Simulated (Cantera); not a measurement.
Input: 1 mol MgCO3, 0.93 mol CO2, held at 3.60 bar.

Method: chemical equilibrium by Gibbs-energy minimisation in Cantera with the NASA 1993 tables (ideal gas, pure condensed phases). Candidate condensed phases: C, Mg, MgCO3, MgO; 15 gas species. The numbers say what is thermodynamically allowed, not how fast it happens.

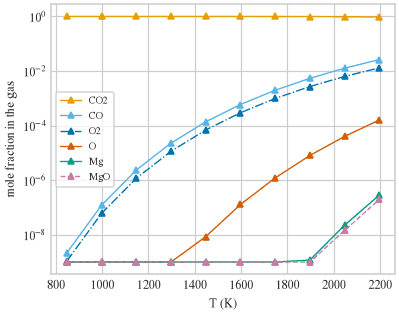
Figure: Equilibrium gas composition (values under 1e-9 drawn at 1e-9)

From 848 K to 2198 K the condensed part is MgO(s).
